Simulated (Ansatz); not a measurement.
# FH6NOSi2···H2: what the fields show

```yaml
atoms:
  - { symbol: Si, position_ang: [-0.1018, -0.3962, -0.2443] }
  - { symbol: H, position_ang: [0.9438, 0.8343, 1.8847] }
  - { symbol: Si, position_ang: [2.1407, -0.0915, -0.8474] }
  - { symbol: H, position_ang: [2.8792, -1.3944, -0.8216] }
  - { symbol: H, position_ang: [2.2010, 0.4561, -2.2376] }
  - { symbol: H, position_ang: [2.8511, 0.8612, 0.0628] }
  - { symbol: N, position_ang: [-0.9482, 1.0774, -0.1477] }
  - { symbol: H, position_ang: [-1.9308, 1.1474, -0.3946] }
  - { symbol: H, position_ang: [-0.6074, 1.8892, 0.3494] }
  - { symbol: O, position_ang: [-0.9253, -1.2603, -1.4021] }
  - { symbol: H, position_ang: [-0.8676, -2.2172, -1.3300] }
  - { symbol: F, position_ang: [-0.1693, -1.3412, 1.0684] }
  - { symbol: H, position_ang: [0.7007, 0.2376, 2.1969] }
```

Not at a stationary point (largest force 1.9 eV/Å).

Computed with RKS PBE0/def2-SVP in Ansatz 0.2.0.

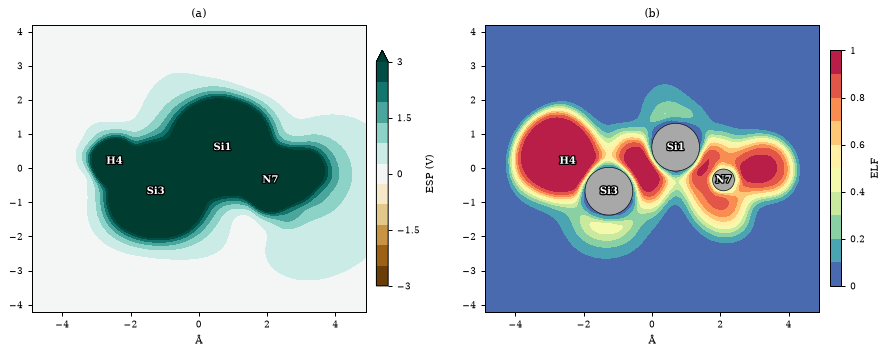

Figure 1. (a) molecular electrostatic potential; (b) ELF on the plane of atoms Si1, Si3 and H4. Grey discs cover the atomic cores in the ELF map.

Q: Read the bonding off the picture.

A:
- The plane passes through Si, H and N nuclei.
- Si–N (1.70 Å): the ELF peaks at about 0.90 between the atoms (a shared but strongly polarised pair).
- Si–Si (2.34 Å): the ELF peaks at about 1 between the atoms, as expected for a covalent bond.
- The potential has no marked negative region in this plane.

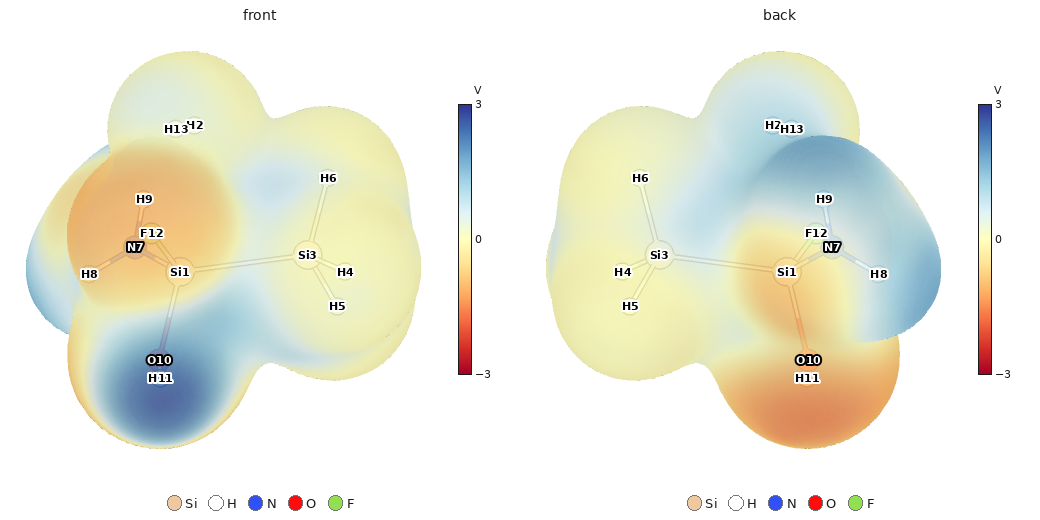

Figure 2. The molecular electrostatic potential painted on the density surface at 0.002 e/bohr³, seen from the front and from behind; red is negative and blue positive.

Q: Where is the surface potential most negative and most positive?

A: The most negative region (about −1.5 V) lies over O10, the most positive (about +2.4 V) over H11. O10 is the likeliest acceptor of a hydrogen bond.

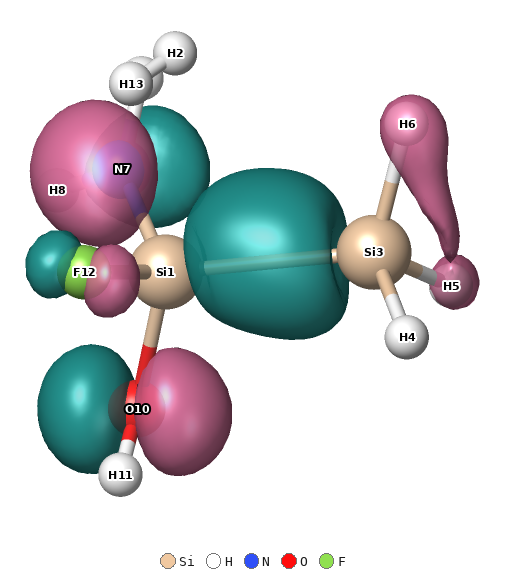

Figure 3. The HOMO−1 at ±0.15 Å⁻³ᐟ² (teal and pink are the two phases), seen at a tilt.

Q: What is the character of this orbital?

A: It lies mainly on O10 (about 25 %), Si3 (about 20 %), N7 (about 20 %) and Si1 (about 20 %). Its energy is −8.19 eV.
